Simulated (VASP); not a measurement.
Consider the following.

```
CaO
1.0
    0.00000     2.39614     2.39614
    2.39614     0.00000     2.39614
    2.39614     2.39614     0.00000
Ca O
1 1
Direct
  0.00000   0.00000   0.00000
  0.50000   0.50000   0.50000
```

These are PBE GGA with D3 dispersion (Becke-Johnson damping), VASP's PBE PAW potentials (set 64) (plane waves; VASP 6.6.1) values and carry that method's errors. Numerical set-up: 520 eV cut-off, 11×11×11 Γ-centred mesh, tetrahedra with Blöchl corrections, potentials Ca_sv O.

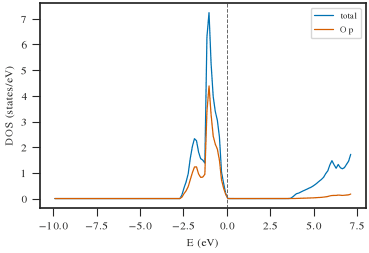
*Total and projected density of states, zero at the valence-band maximum*

Within 2 eV below the valence-band maximum the largest weight inside VASP's projection spheres is O p.

It has a band gap.

The compound is CaO in the rock salt structure. It was relaxed first.
